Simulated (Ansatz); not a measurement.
## Electronic structure of H₂O···H₃Si (doublet) in real space

```csv
atom,x (Å),y (Å),z (Å)
H,-0.3647,-1.9610,0.5987
O,-0.8236,-1.1694,0.9052
Si,0.6094,0.7408,-0.5843
H,-1.6420,-1.1678,0.3940
H,1.5013,0.5838,0.6021
H,-0.6292,1.5043,-0.2449
H,1.3487,1.4693,-1.6706
```

Computed with Ansatz, UKS PBE0-D4/def2-SVP.

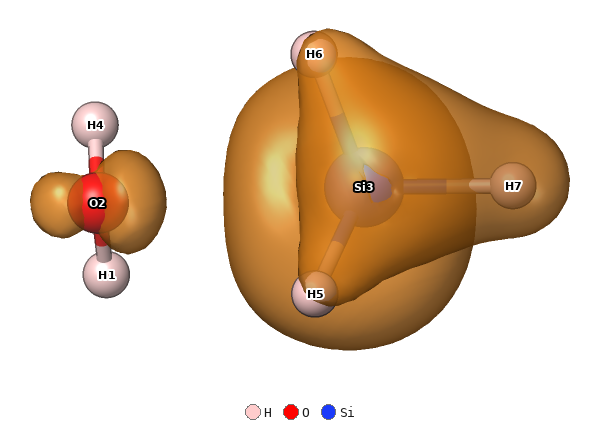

Figure 1. Isosurfaces of the spin density at +0.015 (orange) and −0.015 e/Å³ (purple), seen at a tilt.

Where is the unpaired spin?

The unpaired spin (1 electron) lies mostly on Si3 (about 0.8), in electrons by Hirshfeld's partition.

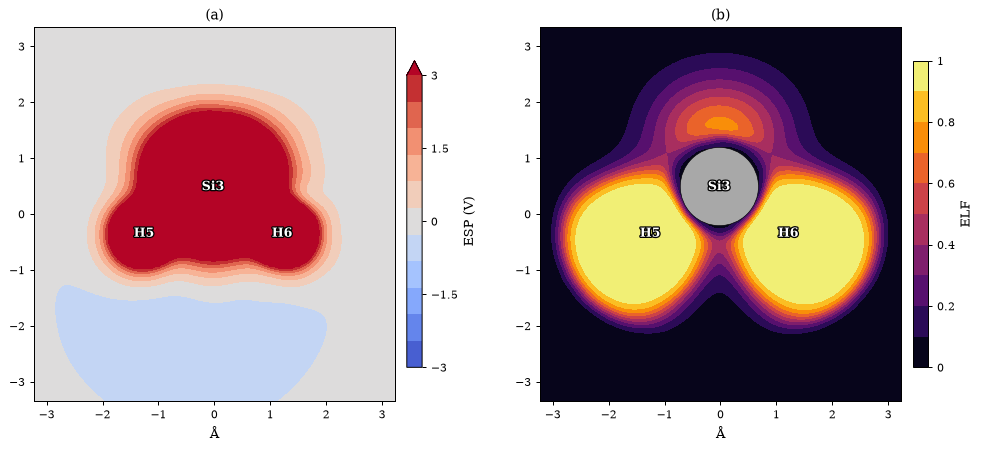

Figure 2. (a) molecular electrostatic potential; (b) electron localisation function on the plane of atoms H5, Si3 and H6. Grey discs cover the atomic cores in the ELF map.

What do the fields say about this system?

The section cuts through Si and H sites.
Si–H (1.49 Å): the ELF climbs to about 1 towards the hydrogen, as it does in any bond to H.
Outside the dense part of the complex the potential is most negative (−0.5 V) near H5.

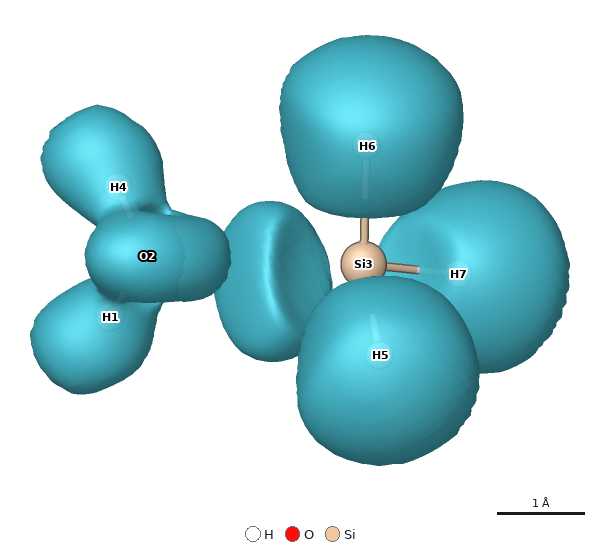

Figure 3. Isosurface of the ELF at 0.8 (cyan), seen at a tilt. Only the valence region is drawn (cores and ρ < 0.01 e/Å³ removed).

What do the ELF domains correspond to?

The ELF exceeds this value in three regions around hydrogen nuclei, one lobe on Si, pointing away from the bonds (non-bonding electrons) and one joined region spread over several atoms (H, O), in which their bonds and any lone pairs are merged.


Si3···O2 (2.81 Å): the ELF is about 0.10 at the midpoint. O–H (0.96 Å): the ELF climbs to about 1 towards the hydrogen; an ordinary covalent bond to hydrogen.

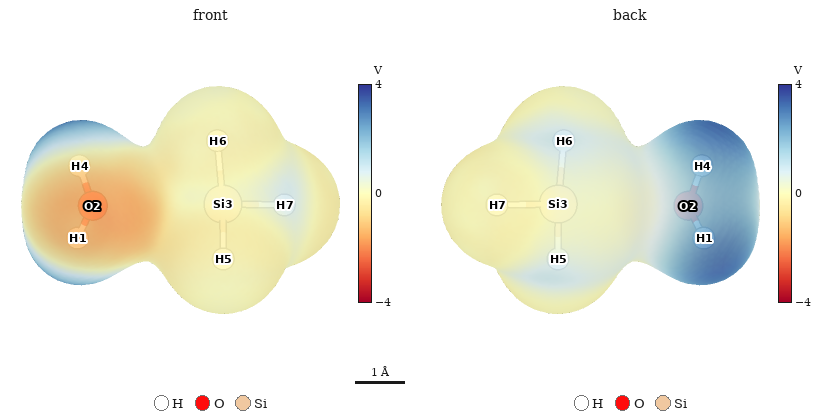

Figure 4. The molecular electrostatic potential painted on the density surface at 0.004 e/bohr³, seen from the front and from behind; the colour scale runs from red (negative) to blue (positive).

Describe the electrostatic potential map.

The most negative region (about −1.7 V) lies over O2, the most positive (about +3.3 V) over H1 and H4. O2 is the likeliest acceptor of a hydrogen bond.
